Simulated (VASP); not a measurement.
Band structure of Cd (hcp). Calculation: PBE GGA with D3 dispersion (Becke-Johnson damping), VASP's PBE PAW potentials (set 64) (plane waves; VASP).

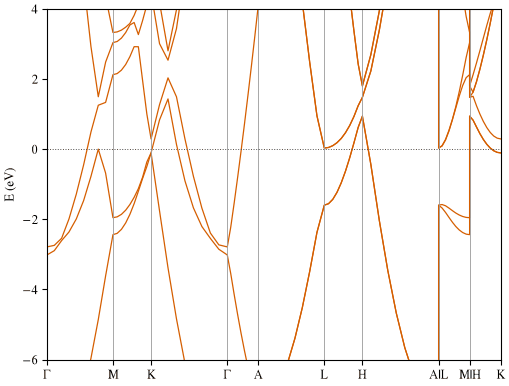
Figure. Bands along high-symmetry lines, zero at the valence-band maximum or, without a gap, the Fermi level

Question: Read the plot: is there a gap, and where are the band edges?

Answer: It has no gap at this level: it comes out as a metal or semimetal. (Edges off the drawn lines would not show.)

The compound is Cd in the hcp structure. It was relaxed first.
